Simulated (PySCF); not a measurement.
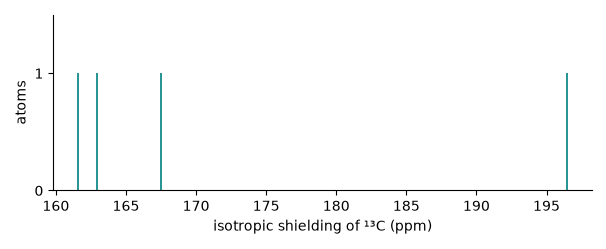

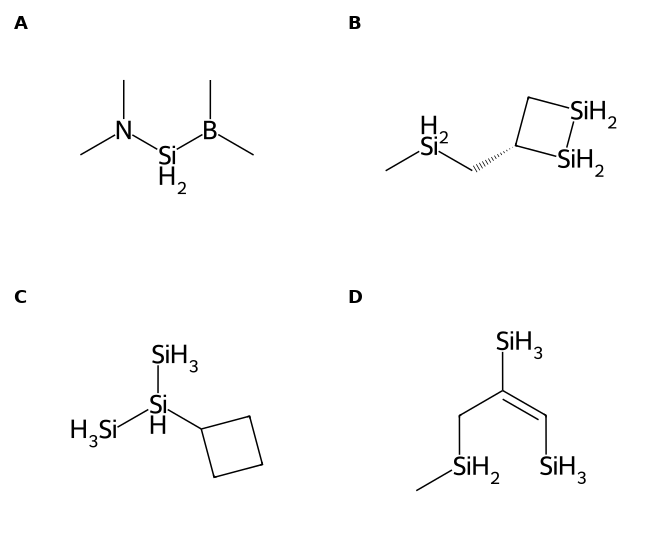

The sticks are computed shieldings of one of the molecules, for one fixed geometry (GFN2-xTB) without averaging over rotations. Low shielding means a high chemical shift. Method: GIAO PBE0/pcSseg-1 NMR shielding, non-relativistic, gas phase (PySCF 2.14.0).

> Match the spectrum to a structure.

B, `C[SiH2]C[C@@H]1C[SiH2][SiH2]1`. Its 4 C atoms give lines at 161.6, 162.9, 167.5, 196.5 ppm.

The geometry is semi-empirical. Around Si such bond lengths and angles can be off by a tenth of an ångström or more and by several degrees, and values that hang on the shape move with them.
